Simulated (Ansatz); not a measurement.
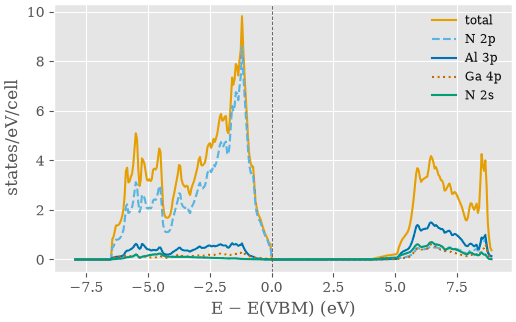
Figure: Total and projected density of states of Al$_{3}$GaN$_{4}$ in space group P3m1 (No. 156; Pearson symbol hP8), the program Ansatz at the r²SCAN level (PAW)

Q: Which orbitals carry the states next to the gap?

A: Top 1 eV of the valence band: N 2p 91 %. Bottom 1 eV of the conduction band: N 2s 39 %, Ga 4s 18 %, Al 3s 15 %, N 2p 14 %, Al 3p 9 %. Projections are on Löwdin-orthogonalised atomic valence shells; empty p or d shells of many metals are not among them.

Q: Where is the tallest occupied peak in this window, and what makes it?

A: Near -1.2 eV, about 9.8 states/eV per cell; the largest projected share is N 2p.

The start of the workflow was typed in or built on a structure type; neither database checked (COD, Materials Project) lists it. Whether it is the stable phase at ambient conditions was not checked. The cell was relaxed with r²SCAN under the symmetry of its start; whether a distortion lowers the energy is not shown. Scalar-relativistic: spin–orbit coupling is off unless named, which matters more the heavier the elements.

Potentials: the earlier of the program's two PAW sets.
